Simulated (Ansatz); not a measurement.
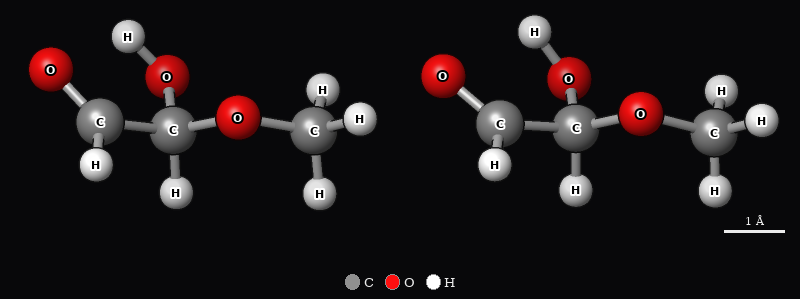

Two geometries of C3H6O3 (coarse preliminary run), drawn at one scale. One is the start of a relaxation, the other its converged end. The picture is a ball-and-stick view, seen from a free direction.

Computed with RKS PBE-D4/def2-SVP in Ansatz. (force threshold 0.03 eV/Å; at most 200 steps)

**Which of the two is the end point?**

The left one is the relaxed one. The start comes from a force field. An O atom moves most after the best rigid fit: 0.17 Å. By element the largest moves are O 0.17 Å, H 0.13 Å, C 0.09 Å. Near-neighbour distances that change, for instance: C–H 1.017 → 1.117 Å, C–H 1.059 → 1.112 Å, C–O 1.256 → 1.215 Å, C–H 1.093 → 1.125 Å. Bond angles that change, for instance: C–C–H 104.6° → 110.4°, H–C–H 113.8° → 108.3°, O–C–C 108.0° → 103.3°. The energy falls by 41.0 kJ/mol in 7 accepted moves (8 points after the start). The largest force component goes from 3.8 to 0.02 eV/Å. The line search rejected the trial step at point 3 of the run.
